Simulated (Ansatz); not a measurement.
**CH4OSi···HF: density, localisation and related maps**

The calculation's input:

```
crystal:
  periodic: [false, false, false]
  atoms:
    - { symbol: Si, position_ang: [0.0, 0.0, 0.0] }
    - { symbol: F, position_ang: [0.9996, 0.0, 1.4848] }
    - { symbol: H, position_ang: [1.6189, 0.0, 0.3673] }
    - { symbol: C, position_ang: [-0.8808, 1.5259, -0.6227] }
    - { symbol: H, position_ang: [-1.9334, 1.2723, -0.8671] }
    - { symbol: H, position_ang: [-0.8624, 2.3106, 0.1622] }
    - { symbol: H, position_ang: [-0.3704, 1.9025, -1.5336] }
    - { symbol: O, position_ang: [-0.7913, -1.3709, -0.5594] }
    - { symbol: H, position_ang: [-1.2459, -1.8365, 0.2129] }
basis:
  gaussian: { orbitals: def2-SVPD }
hamiltonian:
  xc: pbe
relax:
  f_tol: 0.15
  max_steps: 25
  restrain:
    - { distance: [1, 2], at: 0.92, k: 30.0 }
    - { distance: [0, 1], at: 2.79, k: 30.0 }
    - { distance: [0, 2], at: 2.66, k: 30.0 }
output:
  orbitals: {}
```

Launched as:

```sh
ansatz run input.yaml --threads 4 --pin off --max-ram 5120MiB --backend cpu --events-out ev --progress --plain --runs-dir out
```

The fields are those of the run's last geometry, not of the input's.

Level of theory: RKS PBE/def2-SVPD (Ansatz).

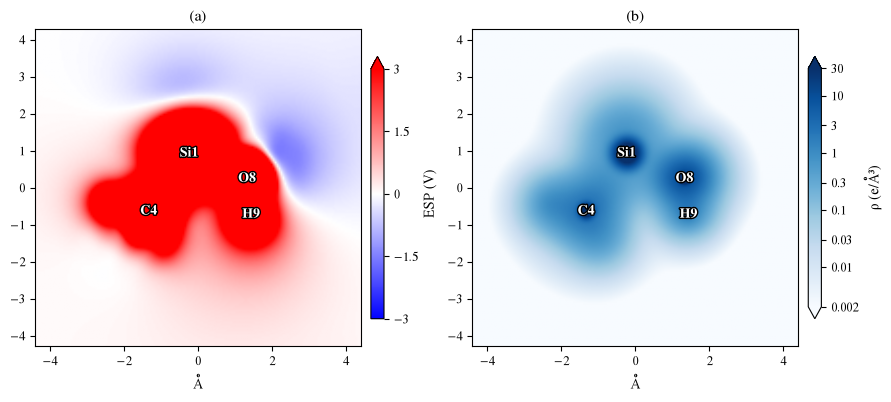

Figure 1. (a) electrostatic potential; (b) electron density on the plane of atoms C4, Si1 and O8.

**Interpret the plot.**

- The section cuts through Si, C, O and H sites.
- Si–O (1.71 Å): ρ is about 0.97 e/Å³ halfway.
- C–Si (1.92 Å): ρ is about 0.89 e/Å³ halfway.
- O–H (0.97 Å): ρ is about 3.6 e/Å³ halfway.
- Outside the dense part of the complex the potential is most negative (−1.5 V) near O8.

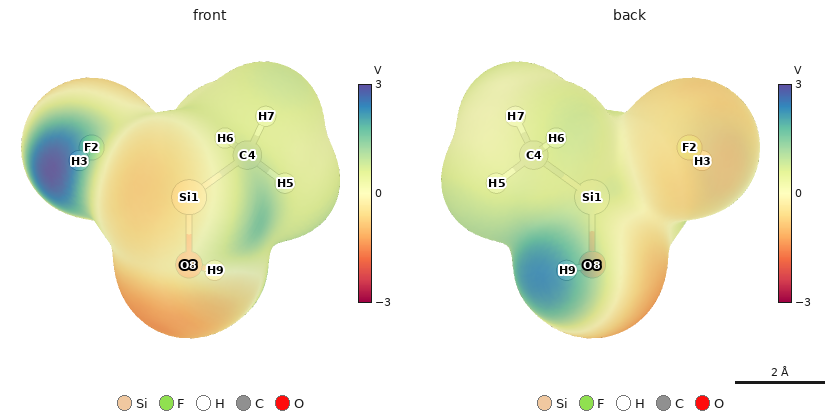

Figure 2. The electrostatic potential painted on the density surface at 0.002 e/bohr³, seen from the front and from behind; the colour scale runs from red (negative) to blue (positive).

**Which sites attract a positive test charge, and which a negative one?**

A positive charge is drawn to the negative regions and a negative charge to the positive ones. The most negative region (about −1.3 V) lies over O8, the most positive (about +2.8 V) over H3. O8 is the likeliest acceptor of a hydrogen bond.

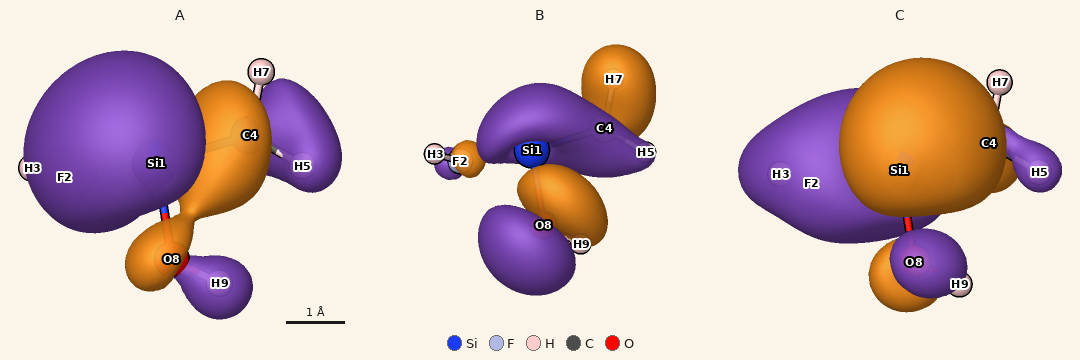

Figure 3. Three frontier orbitals at ±0.08 Å⁻³ᐟ² (orange and purple are the two phases), in no order.

**Order the three orbitals by energy and name them.**

B is the HOMO−1 (−7.93 eV). By Hirshfeld shares it lies mainly on O8 (about 55 %), Si1 (about 15 %) and C4 (about 15 %). A is the HOMO (−5.46 eV). Its weight (Hirshfeld) is mainly on Si1 (about 65 %) and C4 (about 20 %). C is the LUMO (−2.50 eV). By Hirshfeld shares it lies mainly on Si1 (about 70 %) and O8 (about 10 %).

**What is the HOMO–LUMO gap?**

2.96 eV between the orbital energies.
